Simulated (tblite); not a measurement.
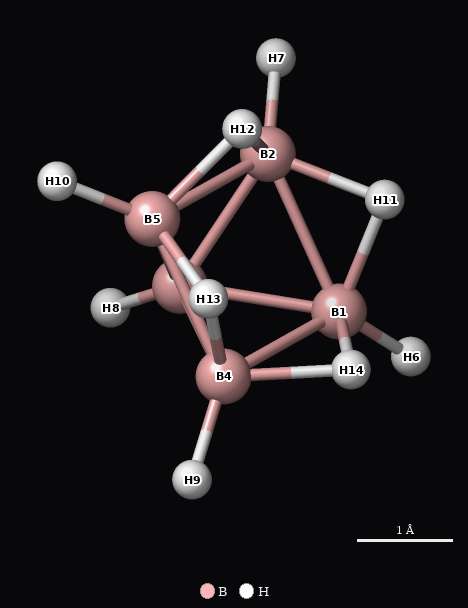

Fig. 1: The structure as given in the input (ball-and-stick view, seen at a tilt; atoms are numbered from 1 in the order of the input). Bond lengths as drawn: B–B 1.70 to 1.83 Å and B–H 1.17 to 1.34 Å.

**Relaxed scan, with input and output: B₅H₉**

- system: B₅H₉ (nido-B5H9)
- method: GFN2-xTB relaxed scan under a harmonic restraint, gas phase (tblite 0.8.0)

Input file
```
{"job": {"xc": "GFN2-xTB", "basis": "xTB", "coordinate": [["d", [10, 1], 1], ["d", [5, 1], -1]], "kind": "drive"}, "charge": 0, "multiplicity": 1}
B     -1.194315     0.496494     0.063060
B      0.328693     0.658022     1.063925
B     -0.276015    -0.849343     0.554956
B     -0.301240    -0.571672    -1.123793
B      1.222213    -0.410065    -0.123245
H     -2.326295     0.743424     0.250545
H      0.559053     1.048866     2.146376
H     -0.582801    -1.795207     1.175287
H     -0.634184    -1.280155    -1.998154
H      2.250437    -0.975551    -0.101546
H     -0.443640     1.549434     0.424089
H      1.401709     0.856805     0.281748
H      0.920782    -0.082039    -1.388764
H     -0.925075     0.610524    -1.246650
```

The first line tells a small driver script what to run in tblite; the rest is the geometry in Å.

Machine: 1 CPU thread, shared host.

Command:
```bash
OMP_NUM_THREADS=1 python <driver script> task.json out
```

Log
```
point  coordinate     E/eV
  0     -1.283     -290.43614
  1     -1.109     -290.44121
  2     -0.948     -290.47280
  3     -0.793     -290.49555
  4     -0.640     -290.50084
  5     -0.486     -290.63768
  6     -0.335     -290.60340
  7     -0.185     -290.54159
  8     -0.035     -290.45362
```

Summary

| quantity | value |
| --- | --- |
| outcome | converged |
| wall time | 0.92 s |
| peak memory | 0.18 GiB |
